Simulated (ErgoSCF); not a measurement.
**HF/aug-cc-pVTZ run of HOF (hypofluorous acid)**

Wanted: a single-point energy of HOF (hypofluorous acid). 

The calculation is run with ErgoSCF 3.8.

4 further runs of the same task are left out: 3 that didn't finish, 1 set aside as unsound or not needed. Runs told in other sessions of the task aren't counted.

## 1. Starting point

The species is HOF (3 atoms), meant as a singlet with charge 0. As SMILES, `OF`. One bond was lengthened or shortened from a relaxed shape.

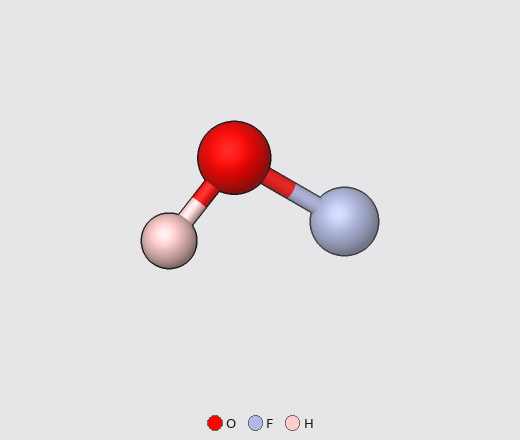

The structure, seen from a chosen angle (oxygen red, fluorine light blue, hydrogen pink).

## 2. A single-point energy at HF/aug-cc-pVTZ

job.ego

```
set_nthreads(1)
molecule_inline Angstrom
O        0.526465      -0.121265       0.279571
F       -0.126035       1.103695       0.052261
H       -0.208690      -0.804280      -0.205350
EOF
scf.use_diagonalization = 1
tmpdir = "."
scf.output_mulliken_pop = 1
charge = 0
basis = "aug-cc-pVTZ"
scf.max_number_of_iterations = 120
run "HF"
```

The basis set aug-cc-pVTZ is read from a file made from the Basis Set Exchange's data (not shown).

Launch:

```console
$ ergo job.ego
```

Q: Predict the results. Wanted: total energy; dipole moment.

Answer, from the run:

At HF/aug-cc-pVTZ:

| quantity | value |
| --- | --- |
| total energy | -174.78874 Eh |
| dipole moment | 2.32 D |
